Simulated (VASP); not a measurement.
Band structure of Ni2H (space group P3m1). Method: PBEsol GGA, VASP's PBE PAW potentials (set 64) (plane waves; VASP).

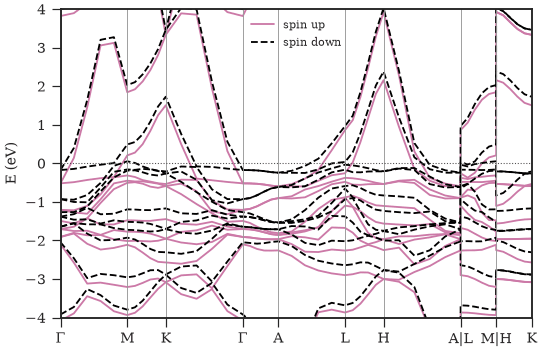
Fig. 1. Bands along high-symmetry lines, zero at the valence-band maximum or, without a gap, the Fermi level

Problem. Read the plot: is there a gap, and where are the band edges?

Solution. It has no gap at this level: it comes out as a metal or semimetal.

The structure comes from a measured Ni2H entry of the Crystallography Open Database, whose conditions weren't checked. The cell was not relaxed at this level.
